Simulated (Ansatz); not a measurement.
**Fields on a plane of CdO (rock salt)**

```
CdO
1.0
    0.00000     2.38384     2.38384
    2.38384     0.00000     2.38384
    2.38384     2.38384     0.00000
O Cd
1 1
Direct
  0.00000   0.00000   0.00000
  0.50000   0.50000   0.50000
```

The slice is a {100} plane (indices of the conventional cell) through the point (0.000, 0.000, 0.000) (fractional), spanned by u = [100] and v = [0 1 -1] in vectors of this cell: u (3.37 Å) and v (3.37 Å, at 90° to u). It covers one period; positions are fractions (u, v).

Atoms on it: O at (0.00, 0.00); Cd at (0.50, 0.50).

Method: PBE (plane waves to 420 eV, PAW, scalar-relativistic; Ansatz, a quantum-chemistry and plane-wave program). k mesh 12×12×12. Near the nuclei the fields are pseudised (PAW); where an atom keeps semicore shells as valence, they peak there. CdO was relaxed with its symmetry unable to fall.

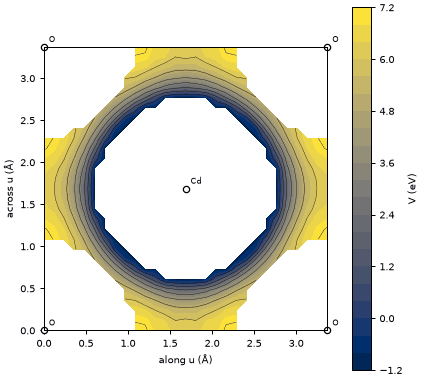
Fig. 1. Electrostatic potential energy of an electron, from the cell's mean, in eV, one period of the plane, atoms marked. Points within 1 Å of a nucleus are left white, as the pseudised field means little there. Values under -1 eV are set to -1. The zero, the cell's mean, hangs on the PAW cores.

| v \ u | 0.00 | 0.14 | 0.29 | 0.43 | 0.57 | 0.71 | 0.86 |
|---|---|---|---|---|---|---|---|
| 0.93 | 0.8 | 0.4 | -0.5 | -0.9 | -0.9 | -0.5 | 0.4 |
| 0.86 | 0.5 | 0.1 | -0.5 | -0.7 | -0.7 | -0.5 | 0.1 |
| 0.79 | 0.0 | -0.2 | -0.5 | -0.2 | -0.2 | -0.5 | -0.2 |
| 0.71 | -0.4 | -0.5 | -0.3 | 0.4 | 0.4 | -0.3 | -0.5 |
| 0.64 | -0.8 | -0.7 | 0.1 | 0.9 | 0.9 | 0.1 | -0.7 |
| 0.57 | -1.0 | -0.7 | 0.4 | 1.2 | 1.2 | 0.4 | -0.7 |
| 0.50 | -1.0 | -0.7 | 0.5 | 1.3 | 1.3 | 0.5 | -0.7 |
| 0.43 | -1.0 | -0.7 | 0.4 | 1.2 | 1.2 | 0.4 | -0.7 |
| 0.36 | -0.8 | -0.7 | 0.1 | 0.9 | 0.9 | 0.1 | -0.7 |
| 0.29 | -0.4 | -0.5 | -0.3 | 0.4 | 0.4 | -0.3 | -0.5 |
| 0.21 | 0.0 | -0.2 | -0.5 | -0.2 | -0.2 | -0.5 | -0.2 |
| 0.14 | 0.5 | 0.1 | -0.5 | -0.7 | -0.7 | -0.5 | 0.1 |
| 0.07 | 0.8 | 0.4 | -0.5 | -0.9 | -0.9 | -0.5 | 0.4 |
| 0.00 | 0.9 | 0.5 | -0.4 | -1.0 | -1.0 | -0.4 | 0.5 |

Values: log₁₀ of the valence density in e/Å³. The scale is logarithmic, as a density can span decades between atoms and voids.

* **Density on the O–Cd line (2.38 Å) at its density minimum, 1.1 Å from O**: 0.32 e/Å³
* **ELF at that point**: 0.1
